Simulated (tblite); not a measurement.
# C6H8ClGeN: the cost of one run

The runs use tblite 0.8.0 and PySCF 2.14.0, with density-fitted response routines of our own; the level of theory stands in each step. All values are computed, except where a source is named. Atoms are numbered from 0 throughout.

## (1) Starting geometry

17 atoms, charge 0, multiplicity 1; geometry from: force field or distance geometry start.

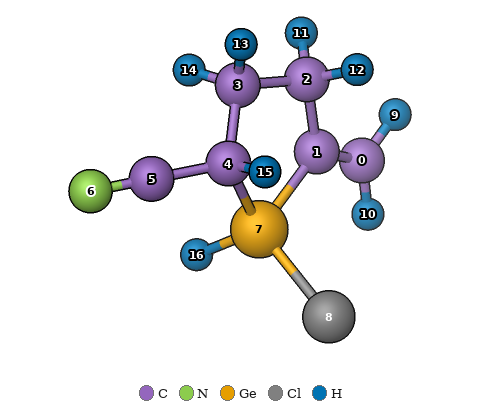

As it starts; carbon purple, nitrogen green, germanium amber, chlorine grey, hydrogen blue, atoms numbered.

## (2) Relaxing the molecule with GFN2-xTB

Job settings and geometry (Å):

```
{"job": {"kind": "relax", "xc": "GFN2-xTB", "basis": "xTB"}, "charge": 0, "multiplicity": 1}
C     -1.814400     0.238800    -1.815500
C     -0.919000     0.066800    -0.863700
C     -0.747400    -1.218500    -0.085200
C      0.580000    -1.157500     0.669100
C      0.883100     0.268400     1.150100
C      2.313000     0.474000     1.375000
N      3.449500     0.639100     1.559400
Ge     0.264700     1.434300    -0.263500
Cl    -0.826300     3.120800     0.525100
H     -2.494200    -0.566600    -2.096600
H     -1.909700     1.196000    -2.322700
H     -0.763500    -2.089500    -0.777200
H     -1.605900    -1.313700     0.637100
H      0.553100    -1.855400     1.546100
H      1.381600    -1.507000    -0.006800
H      0.314700     0.494900     2.083600
H      1.333500     1.787200    -1.324200
```

Launch:

```bash
OMP_NUM_THREADS=1 python probes_run.py task.json out
```

One launch serves the whole session: the jobs run in the order shown.

Q: Estimate the wall time and peak memory of this first job on 1 thread of Intel Xeon at 2.50GHz, shared host.

About 2.9 s, with a peak of 0.18 GiB.
